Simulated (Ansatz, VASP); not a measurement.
# GaAs: VASP beside Ansatz, part 2 of 2

Aim: how closely do two programs agree when they are given the same cell, functional and k mesh?  Valence electrons are named where the data sets of a main pair hold unlike numbers.

VASP 6.6.1 and Ansatz 0.2.0.

So far: The starting structure; Ansatz: band structure, r2SCAN; VASP: band structure, r2SCAN.

### Step 4. Side by side

Known differences besides the potentials themselves: VASP keeps PBE cores, Ansatz makes them for the functional; the data sets hold 28 valence electrons in Ansatz (on its default PAW (the set named soft_2) files) and 18 in VASP; the cutoff is 500 eV in Ansatz and 430 eV in VASP. Total energies have different zeros and are not compared.

Both answers:

```csv
quantity,Ansatz,VASP,difference
gap over the path points (eV),1.015,0.987,+0.028
```

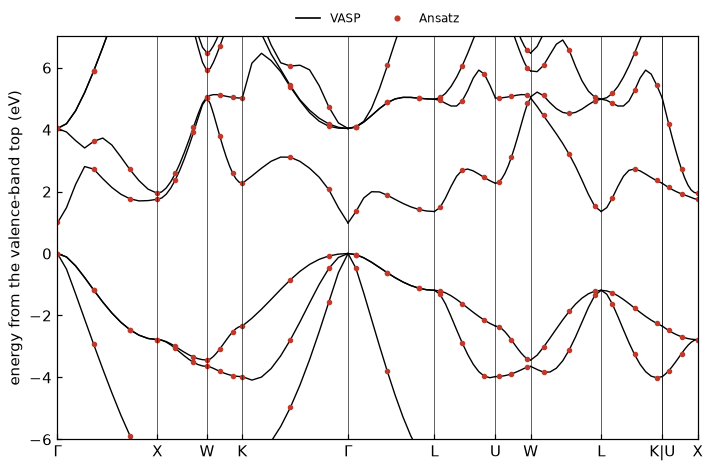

Bands from VASP (lines) and levels from Ansatz (dots). Dots without a line are higher empty bands that the VASP plot leaves out.

Levels at points of the path, from each program's valence-band top (eV; 3 filled, then empty):

```csv
k (reciprocal lattice),Ansatz,VASP
0.000 0.000 0.000,0.00 0.00 0.00 1.01 4.05 4.05,0.00 0.00 0.00 0.99 4.04 4.04
0.182 0.000 0.182,-2.93 -1.18 -1.18 2.73 3.64 5.91,-2.93 -1.18 -1.18 2.73 3.62 5.89
0.364 0.000 0.364,-5.88 -2.46 -2.46 1.77 2.72 9.13,-5.88 -2.46 -2.46 1.77 2.71 9.11
0.500 0.000 0.500,-6.99 -2.78 -2.78 1.76 1.95 10.88,-6.99 -2.78 -2.78 1.75 1.95 10.86
0.500 0.091 0.591,-6.94 -3.06 -3.00 2.38 2.59 9.58,-6.93 -3.06 -3.00 2.37 2.58 9.56
0.500 0.182 0.682,-6.83 -3.51 -3.34 3.91 4.08 7.26,-6.83 -3.51 -3.34 3.90 4.08 7.25
0.500 0.250 0.750,-6.79 -3.64 -3.44 5.03 5.07 5.92,-6.79 -3.65 -3.44 5.02 5.06 5.90
0.455 0.295 0.750,-6.79 -3.80 -3.08 3.80 5.13 6.71,-6.79 -3.81 -3.08 3.79 5.12 6.69
0.409 0.341 0.750,-6.79 -3.94 -2.53 2.61 5.05 7.90,-6.79 -3.94 -2.53 2.60 5.04 7.88
0.375 0.375 0.750,-6.79 -3.97 -2.34 2.27 5.03 8.55,-6.79 -3.97 -2.34 2.27 5.02 8.53
```

Among the levels compared at these points, filled levels agree within 6 meV and empty ones within 28 meV. Not compared: the pressure (VASP's GW data sets at this cutoff don't carry it).

### Step 5. Ansatz: single point, r2SCAN

A single point gives forces, pressure and levels at one fixed geometry, so differences don't come from the geometry; what else differs is listed under the comparison. The cell compared in this pair holds 46.53 Å³, against 45.18 Å³ for the pair before.

input.yaml reads:

```yaml
crystal:
  lattice:
    - [0.0, 2.8548404342, 2.8548404342]
    - [2.8548404342, 0.0, 2.8548404342]
    - [2.8548404342, 2.8548404342, 0.0]
  atoms:
    - { symbol: As, position: [0.75, 0.75, 0.75] }
    - { symbol: Ga, position: [0.0, 0.0, 0.0] }
hamiltonian:
  xc: r2scan
  pseudopotentials: { kind: paw }
kpoints:
  mp_grid: { grid: [6, 6, 6] }
scf:
  occupations: { method: gaussian, width: 0.01 }
  n_extra_bands: 4
output:
  forces: true
  stress: true
  eigenvalues: true
```

Started as:

```bash
$ ansatz run input.yaml --threads 2 --pin off --max-ram 4608MiB --backend cpu --events-out ev --progress --plain --runs-dir out
```

Numbers of over 12 decimals in the logs are rounded to 6 here.

The log of the run:

```text
[...]
Crystal: 2 atoms, lattice volume = 46.535 Å³
Basis set: ecut = 500 eV, 1243 PW (Γ), exchange–correlation on 120×120×120 points (64 copies of the dense FFT grid, shifted against one another)
Bands: 18, of which v1, the nominal top of the filled ones, is band 14 counted from 1 (13 counted from 0)
Symmetry: 24 space group operations
[...]
--- Band table (eV; the first three rows and the last of 16) ---
  k-point 0: bands = [... 10 lower, -5.4461, 7.5467, 7.5467, 7.5467, 8.3250, 11.5833, 11.5833, 11.5833]
  k-point 1: bands = [... 10 lower, -5.1230, 4.8676, 7.1720, 7.1720, 9.4359, 12.1334, 12.1334, 12.5531]
  k-point 2: bands = [... 10 lower, -4.2944, 2.1612, 6.6243, 6.6243, 9.0432, 12.5767, 12.5767, 15.1891]
  k-point 15: bands = [... 10 lower, -2.9094, 0.8320, 4.2299, 4.3843, 11.1587, 11.2932, 15.0697, 15.3712]
[key lines of the parts left out:]
SCF converged after 6 iterations
Free energy (F): -8655.732199 eV
Fermi energy:    7.935925 eV
P = ⅓ Tr σ = -1.5780 GPa (-15.780 kbar)
```

Elapsed: 3.8 s, on 2 threads of Arm Neoverse N1, shared host; peak memory 0.4 GiB.

The run ends at a pressure of -1.58 GPa.

### Step 6. VASP: single point, r2SCAN

The same cell, functional, mesh and smearing now go to VASP, with its own data sets.

INCAR reads:

```
SYSTEM = GaAs
PREC = Accurate
ENCUT = 430
EDIFF = 1E-08
NELM = 100
ISMEAR = 0
SIGMA = 0.01
LREAL = .FALSE.
ALGO = Normal
METAGGA = R2SCAN
LASPH = .TRUE.
NBANDS = 15
LORBIT = 11
LWAVE = .TRUE.
LCHARG = .FALSE.
KPAR = 8
```

POSCAR reads:

```
GaAs
1.0
    0.0000000000      2.8548404342      2.8548404342
    2.8548404342      0.0000000000      2.8548404342
    2.8548404342      2.8548404342      0.0000000000
As Ga
1 1
Direct
    0.7500000000      0.7500000000      0.7500000000
    0.0000000000      0.0000000000      0.0000000000
```

KPOINTS reads:

```
Automatic mesh
0
Gamma
6 6 6
0 0 0
```

PAW data sets: As_GW and Ga_d_GW (PBE family, release 64).

Started as:

```bash
$ mpirun -np 8 vasp_std
```

The log of the run:

```text
[banner, memory and clock lines left out]
running    8 mpi-ranks, on    1 nodes
[...]
[... a notice as in an earlier step ...]

 [... a notice as in an earlier step ...]

 LDA part: xc-table for (None), standard interpolation
 POSCAR, INCAR and KPOINTS ok, starting setup
[...]
entering main loop
       N       E                     dE             d eps       ncg     rms          rms(c)
DAV:   1     0.944916180311E+02    0.94492E+02   -0.97736E+03   535   0.134E+03
DAV:   2    -0.226833640066E+02   -0.11717E+03   -0.11372E+03   515   0.307E+02
DAV:   3    -0.292588932909E+02   -0.65755E+01   -0.65356E+01   655   0.719E+01
DAV:   4    -0.294815102521E+02   -0.22262E+00   -0.22257E+00   664   0.147E+01
[...]
DAV:  16    -0.270614352713E+02    0.28586E-07   -0.33292E-09   394   0.130E-03    0.365E-05
DAV:  17    -0.270614352557E+02    0.15523E-07   -0.11531E-09   338   0.760E-04    0.195E-05
DAV:  18    -0.270614352565E+02   -0.73851E-09   -0.22240E-10   380   0.224E-04
   1 F= -.27061435E+02 E0= -.27061435E+02  d E =-.745079E-12
 writing wavefunctions
```

Parts of OUTCAR (step 6):

```text
  Total       -0.5231196     -0.5231196     -0.5231196      0.0000000      0.0000000      0.0000000
  in kB      -18.0109263    -18.0109263    -18.0109263      0.0000000      0.0000000      0.0000000
  external PRESSURE =     -18.0109263 kB  Pullay stress =       0.0000000 kB

 POSITION                                       TOTAL-FORCE (eV/Angst)
 -----------------------------------------------------------------------------------
      4.28226      4.28226      4.28226         0.000000      0.000000      0.000000
      0.00000      0.00000      0.00000        -0.000000     -0.000000     -0.000000
 -----------------------------------------------------------------------------------
    total drift:                               -0.000337     -0.000337     -0.000329

  FREE ENERGIE OF THE ION-ELECTRON SYSTEM (eV)
  ---------------------------------------------------
  free  energy   TOTEN  =       -27.0614352565 eV

  energy  without entropy=      -27.0614352565  energy(sigma->0) =      -27.06143526

[... 1 part as in an earlier step ...]

[... 2 further parts left out ...]
[key lines of the parts left out:]
E-fermi :   3.3756
```

The gap is read on the k-mesh alone, so it is an upper bound where the band edges lie off the mesh.

### Step 7. Comparison

What differs besides the data sets and the points named for the pairs above, as far as they apply: the data sets hold 28 valence electrons in Ansatz (on its default PAW (the set named soft_2) files) and 18 in VASP. Total energies have different zeros and are not compared.

Both answers:

```csv
quantity,Ansatz,VASP,difference
gap on the k mesh (eV),0.778,0.751,+0.027
```

Not compared: the pressure (VASP's GW data sets at this cutoff don't carry it). A gap on the mesh is an upper bound, since the band edges may lie between its points.

### Step 8. What the set-up changes

Further runs change the set-up of one program: Ansatz's method, potentials or start, or VASP's data sets, cutoff or form of LDA. The table gives that difference for each run.

```csv
run,gap on the k mesh (eV)
as above,0.027
Ansatz's all-electron LAPW method,0.030
```

### Step 9. What came out

| Item | Value |
| --- | --- |
| largest difference of a filled level at the path points (band structure, r2SCAN) | 6.1 meV |
| difference in gap on the k mesh (single point, r2SCAN) | 0.027 eV |

What this shows: The difference in gap on the k mesh is 0.027 eV (single point, r2SCAN), within the 0.08 eV picked in this series as the mark of a large difference. The data sets hold unlike numbers of valence electrons (28 in Ansatz and 18 in VASP), so part of the differences comes from the potentials. For single point, r2SCAN, no further run moves any of the tabulated differences by more than a quarter of its size. How closely two codes agree says nothing of how well the functional describes the real material.

[Lines on the potential files, build, host, timing and source positions are cut from VASP's logs without a mark.]

[Logs are printed without paths, hosts, clocks, repeated set-up lines and the standing remarks that a program may print on its own settings, such as how far it seeks lower states.]

[Hosts, paths, dates, database ids (printed as entryN), source tags and the programs' standing remarks are cut or masked in the printed files.]
